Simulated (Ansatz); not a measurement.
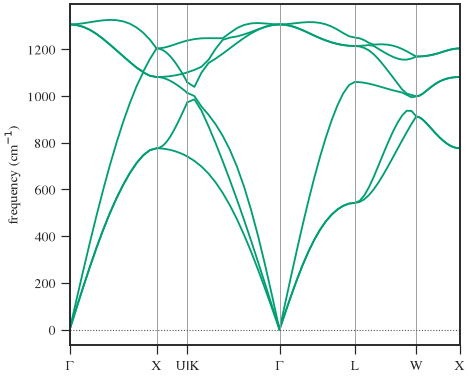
Figure. Phonon dispersion of C (diamond, Fd-3m), PBEsol (plane waves, PAW; program Ansatz); imaginary frequencies are drawn negative

Task: Is this phase dynamically stable?

Result: Yes, on this path no branch is imaginary.

Task: How high does the spectrum reach?

Result: About 1300 cm⁻¹ (39.7 THz).

Symmetry was held in the PBEsol relaxation.

Potentials: the later of the program's two PAW sets.
